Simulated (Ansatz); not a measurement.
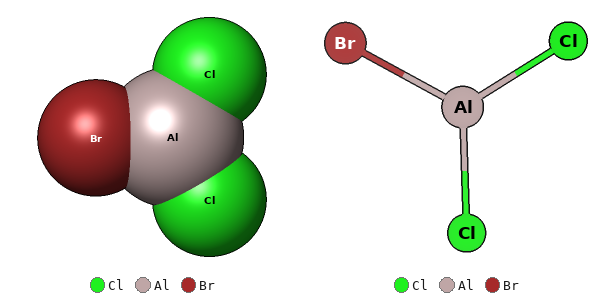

Two views of one molecule.

The geometry was computed by an optimisation with PBE0-D4/def2-TZVP.

**Which formula does it have?**

AlBrCl₂, 4 atoms: 1 aluminium, 1 bromine and 2 chlorine.

**How many atoms are distinct by symmetry?**

3: 2 Cl, 1 Al, 1 Br.

**Write the SMILES.**

[Cl][Al]([Cl])[Br]

The parts below concern this one geometry. Atoms keep their numbers from picture to picture.

**Shape**

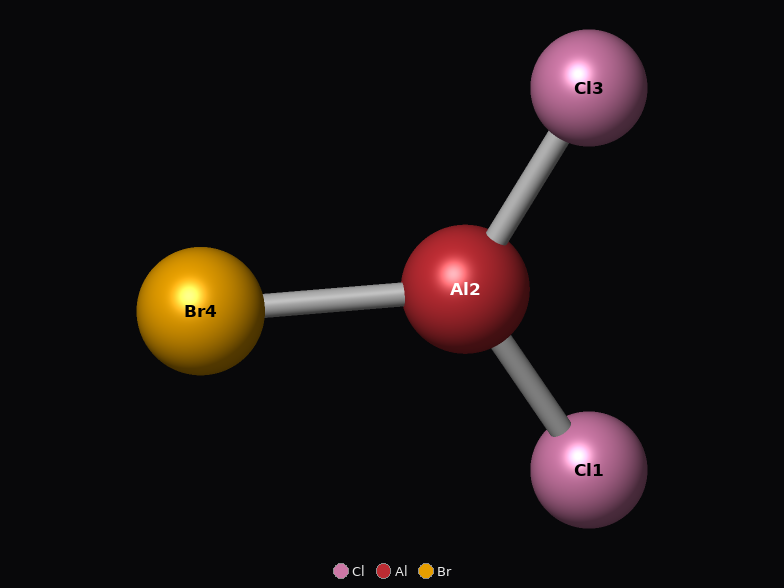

Numbered structure.

**How are the neighbours of atom 2 arranged?**

Al2 has 3 neighbours (Cl1 at 2.07, Cl3 at 2.07, Br4 at 2.23 Å); the arrangement is trigonal planar.

**Vibrations**

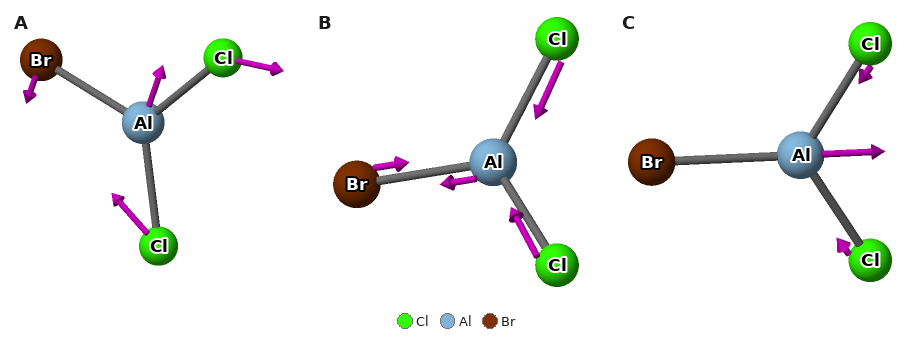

3 normal modes of one molecule or complex, as arrows. Harmonic vibrations computed with RKS PBE0-D4/def2-TZVP (Ansatz 0.2.0) at a stationary point of the same level.

**Match the panels to the wavenumbers 119 cm⁻¹, 324 cm⁻¹, 566 cm⁻¹.**

A: 119 cm⁻¹, Br–Al–Cl bending
B: 324 cm⁻¹
C: 566 cm⁻¹

**Electronic properties**

Level of theory: RKS r2SCAN-D4/def2-TZVPP (Ansatz 0.2.0).

What does the calculation give?

- dipole moment: 0.15 D
- HOMO energy (Kohn–Sham orbital): −7.99 eV
- LUMO energy (Kohn–Sham orbital): −1.78 eV
- HOMO–LUMO gap: 6.22 eV

**Thermal motion**

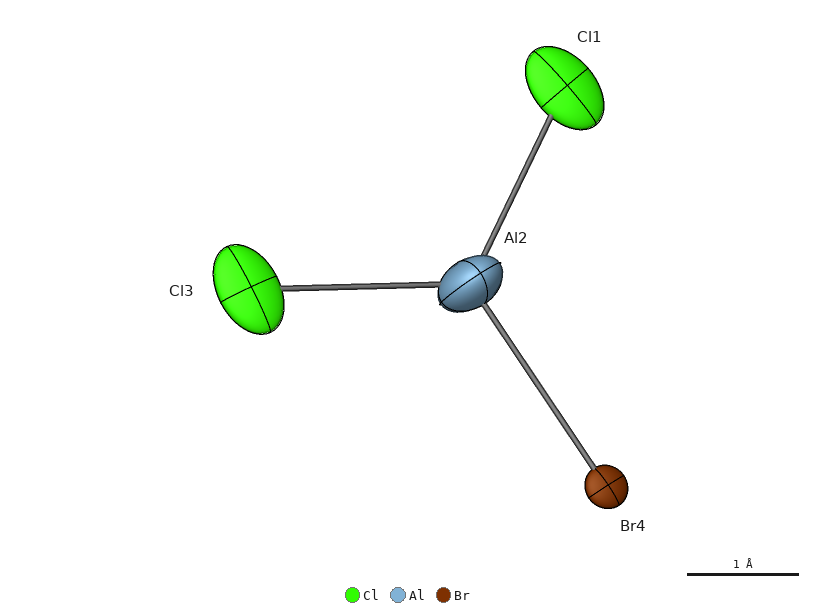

Displacement ellipsoids at the 50 % level, enlarged 3 times, from the internal vibrations of the free molecule (harmonic, no overall translation or rotation; no half-axis is drawn under 0.075 Å). Vibrations computed with RKS PBE0-D4/def2-TZVP (Ansatz 0.2.0). Temperature: 400 K.

**Which atom moves most?**

Al2, with U_eq = 0.0051 Å².

List U_eq and the three principal root-mean-square amplitudes for each kind of atom.

```
    atom  U_eq (Å²)   rms amplitudes (Å)
Cl1, Cl3     0.0044  0.023, 0.063, 0.094
     Al2     0.0051  0.048, 0.070, 0.090
     Br4     0.0013  0.010, 0.042, 0.044
```

**Charges**

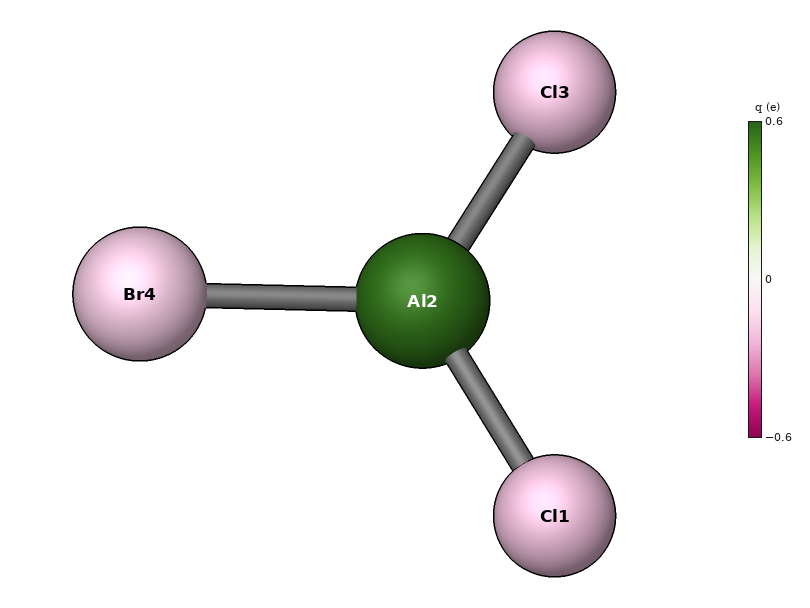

Atoms are coloured by their Mulliken charges. Properties computed with RKS B3LYP-D4/def2-TZVPP (Ansatz 0.2.0).

Give the Mulliken charges atom by atom.

```tsv
atom	value (e)
Cl1	−0.20
Al2	0.57
Cl3	−0.20
Br4	−0.17
```

Mulliken values depend strongly on the basis set and can even reverse the polarity of a bond.
